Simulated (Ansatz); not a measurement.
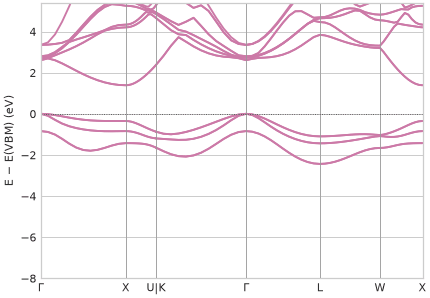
Figure: Band structure from DFT-PBE with spin–orbit coupling in the program Ansatz with PAW potentials

Read off the gap and where the band edges lie.

About 1.4 eV (1.39 eV by a search for the band edges); maximum at Γ, minimum at X.

The material is BaTe (rock salt, space group No. 225).

Space group Fm-3m (rock salt). Symmetry was held in the PBE relaxation.

Potentials: the later of the program's two PAW sets.
